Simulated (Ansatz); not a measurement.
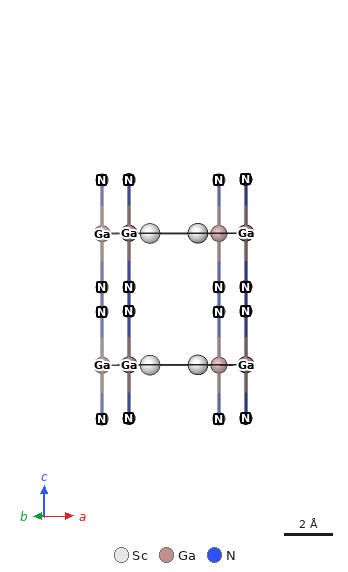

This is the input geometry for a relaxation of solid Sc₂GaN₂ (a generated structure, set up in P6/mmm) (coarse preliminary run). A ball-and-stick model of the cell of the calculation, seen from a free direction.

All numbers below come from DFT PBE, scalar-relativistic, plane waves, PAW (Ansatz 0.2.0).

Input
```yaml
crystal:
  lattice:
    - [5.11905342, 0.0, 0.0]
    - [-2.55952671, 4.43323031, 0.0]
    - [0.0, 0.0, 5.51250442]
  atoms:
    - { symbol: Sc, position: [0.33333333, 0.66666667, 0.0] }
    - { symbol: Sc, position: [0.66666667, 0.33333333, 0.0] }
    - { symbol: Ga, position: [0.0, 0.0, 0.0] }
    - { symbol: "N", position: [0.0, 0.0, 0.59298873], spin: 1.0 }
    - { symbol: "N", position: [0.0, 0.0, 0.40701127], spin: 1.0 }
basis:
  ecutwfc: 420
kpoints:
  mp_grid: { grid: [6, 6, 4] }
hamiltonian:
  xc: pbe
scf:
  occupations: { method: gaussian, width: 0.1 }
  lower_state_search: "off"
output:
  forces: true
  stress: true
  eigenvalues: true
  populations: true
magnetization:
  spin_polarized: true
relax:
  adjacent_minimum: "off"
  f_tol: 0.04
  max_steps: 70
  cell: { stress_tol: 0.4 }
```

Command:
```bash
ansatz run input.yaml --threads 1 --pin off --max-ram 2560MiB --backend cpu --events-out ev --progress --plain --runs-dir out
```

> Where does the relaxation end?

After 22 accepted moves (26 points after the start) the energy has fallen by 392 meV per atom. The largest force component goes from 16 to 0.037 eV/Å. Pressure: 10.71 GPa at the start and 0.10 GPa at the end. The SCF was repeated 4 times at an unchanged geometry on a basis and grid sized afresh for the cell, which shifted the energy by 36.9 meV per atom at most. The largest moves relative to the cell, 0.35 Å, are those of N4 and N5. N4 goes along −c. Sc and Ga stay in place. Cell: a = b 5.119 → 5.015 Å (−2.0 %), c 5.513 → 9.728 Å (+76.5 %). Volume +69.3 %. Near-neighbour distances that change, for instance: Ga3–N4 2.244 → 4.313 Å, N4–N5 1.025 → 1.102 Å, Sc1–Ga3 2.955 → 2.895 Å, Sc1–Sc2 2.955 → 2.895 Å. Bonds break, among them: Ga3–N4 (2.24 → 4.31 Å), Ga3–N5 (2.24 → 4.31 Å). The space group stays P6/mmm (No. 191). The run may lie on a higher electronic state than the lowest, so the end point isn't shown to be the ground-state structure. The run took 4.9 min on 1 thread of Intel(R) Xeon(R) Gold 6455B (Sapphire Rapids) (shared host), peak memory 0.72 GiB.

Step by step:

```csv
step,"E − E(0), meV/atom","largest force component, eV/Å","pressure, GPa","volume, Å³/atom",note
0,0.00,16.2546,10.71,25.020,
1,-191.82,0.6350,0.55,26.946,
2,-207.08,0.6982,0.38,27.385,
3,-216.95,0.0936,0.30,28.397,
4,-217.82,0.2286,0.15,28.871,
5,-217.83,0.0471,0.02,28.982,
6,-217.83,0.0009,0.00,28.989,
7,-232.88,0.0727,0.67,28.989,"same geometry, new basis"
8,-242.33,0.3821,0.77,30.116,
9,-250.18,0.2732,0.44,31.456,
10,-260.71,0.2795,0.16,32.567,
11,-281.35,1.8336,1.02,33.006,
12,-292.66,0.6551,-0.02,33.485,
13,-292.91,0.0665,0.04,33.719,
14,-292.76,0.0022,-0.01,33.818,
15,-329.67,0.3821,1.08,33.818,"same geometry, new basis"
16,-345.52,0.4900,0.97,34.795,
17,-357.17,0.0829,0.42,36.162,
18,-364.17,0.4834,0.44,37.121,
19,-366.49,0.4124,-0.09,38.247,
20,-366.55,0.0125,0.00,38.382,
21,-378.58,0.1208,0.42,38.382,"same geometry, new basis"
22,-383.37,0.2337,0.33,39.604,
23,-386.10,0.2341,0.20,40.859,
24,-386.77,0.2006,0.10,42.049,
25,-386.58,0.0131,0.01,42.371,
26,-392.44,0.0368,0.10,42.371,"same geometry, new basis"
```

The structure at the end:

```
Sc Ga N
1.0
     5.01480    0.00000    0.00000
    -2.50740    4.34295    0.00000
     0.00000    0.00000    9.72750
Sc Ga N
2 1 2
Direct
  0.33333 0.66667 0.00000
  0.66667 0.33333 0.00000
  0.00000 0.00000 0.00000
  0.00000 0.00000 0.55666
  0.00000 0.00000 0.44334
```

The end point in the same view:

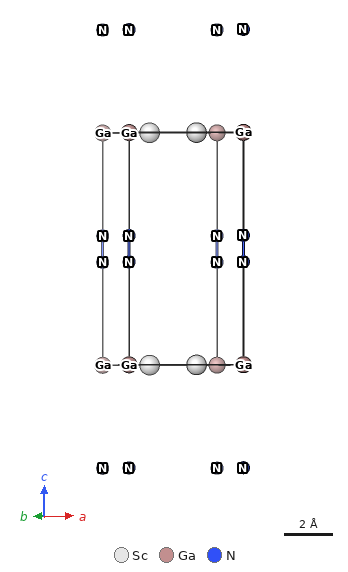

Limits of the set-up: layers or molecules are held without a dispersion correction, so their spacing is unreliable.
